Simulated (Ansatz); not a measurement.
# H$_{6}$NSi$_{2}$ (SMILES [SiH3][N-][SiH3]) (charge −1): what the fields show

Input

```
crystal:
  periodic: [false, false, false]
  atoms:
    - {symbol: "N", position_ang: [1.435201, 0.886031, 0.149734]}
    - {symbol: Si, position_ang: [0.520602, -0.481578, 0.399480]}
    - {symbol: Si, position_ang: [3.039702, 1.271072, -0.065994]}
    - {symbol: H, position_ang: [0.807132, -1.297349, 1.658599]}
    - {symbol: H, position_ang: [0.555724, -1.557067, -0.684514]}
    - {symbol: H, position_ang: [-0.963956, -0.187555, 0.526196]}
    - {symbol: H, position_ang: [3.750833, 0.664560, -1.274051]}
    - {symbol: H, position_ang: [3.272020, 2.759566, -0.257914]}
    - {symbol: H, position_ang: [4.002667, 0.927360, 1.068693]}
basis:
  gaussian:
    orbitals: def2-TZVPD
total_charge: -1
hamiltonian:
  xc: {name: PBE0}
output:
  forces: true
  orbitals: {seedname: orbitals}
```

Run with:

```sh
ansatz run input.yaml --threads 2 --pin off --max-ram 4350MiB --events-out events.jsonl --progress --plain --runs-dir runs
```

Geometry: PBE0-D3(BJ)/def2-SVPD.

Computed with Ansatz 0.2.0, isolated molecule in a Gaussian basis; Kohn-Sham density functional theory, functional PBE0.

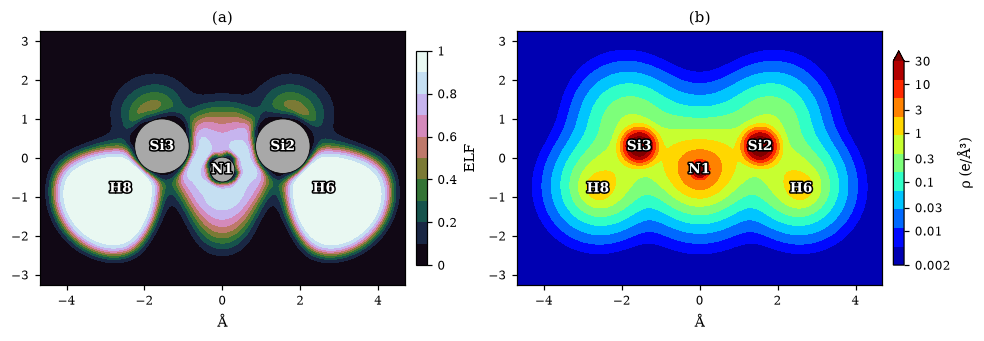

Figure 1. (a) ELF; (b) total electron density on the plane of atoms N1, Si2 and H6. Grey discs cover the atomic cores in the ELF map.

> Describe what can be read from this map.

Atoms in the plane: N, Si and H.
Si–N (1.66 Å): ρ at the midpoint is about 1.2 e/Å³; the ELF peaks at about 0.85 between the atoms: a short, strongly polar bond.
Si–H (1.52 Å): ρ at the midpoint is about 0.74 e/Å³; the ELF climbs to about 1 towards the hydrogen, as it does in any bond to H.
The ELF also peaks beside N1, away from the bonds: lone-pair regions.

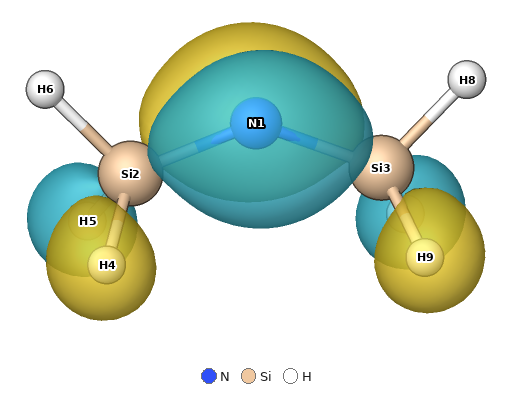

Figure 2. The HOMO at ±0.1 Å⁻³ᐟ² (yellow and cyan are the two phases), seen at a tilt.

> What is the character of this orbital?

Its weight (Hirshfeld) is mainly on N1 (about 55 %), Si2 (about 15 %) and Si3 (about 15 %). Its energy is −1.47 eV.
